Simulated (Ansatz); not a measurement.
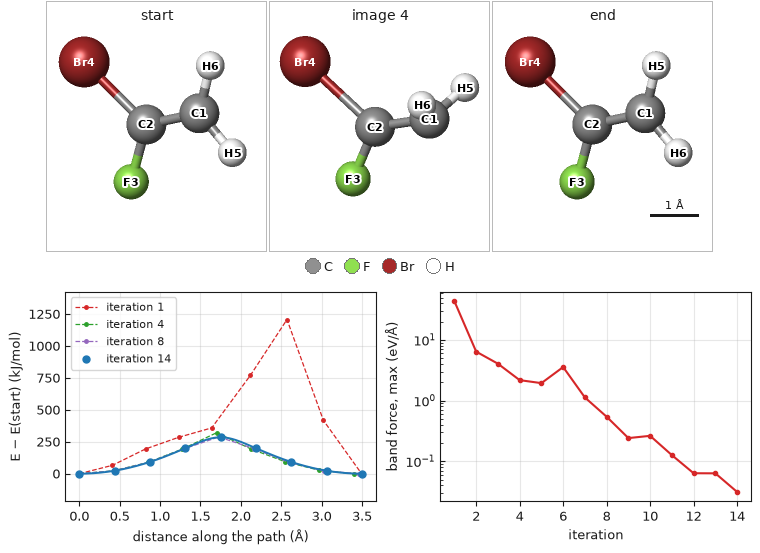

A search for the minimum-energy path of C2H2BrF by the nudged elastic band. Images are numbered from 0 (start) to 8 (end). The plot follows the band through its iterations. A ball-and-stick model, seen at a tilt.

Method: Ansatz, RKS B3LYP-D4/def2-SVP. Set-up: 7 movable images; climbing image; force threshold 0.05 eV/Å; iteration limit 60; starting path through a guess of the saddle point.

### How did the profile develop, and is the result final?

The result is final at these settings. The band converged in 14 iterations. The largest component of the band force went from 43 to 0.031 eV/Å. The climbing image converged on the top of the path. Its vibrational analysis gives one imaginary mode (1626i cm⁻¹), as a transition state must have. The first iteration put the highest image at 1207.2 kJ/mol. The two ends have the same energy, and the highest point, image 4, lies 285.5 kJ/mol above the start.

Cost: 2.9 min on 1 thread of Intel(R) Xeon(R) 6975P-C (Granite Rapids), on a shared host, peak memory 0.18 GiB.
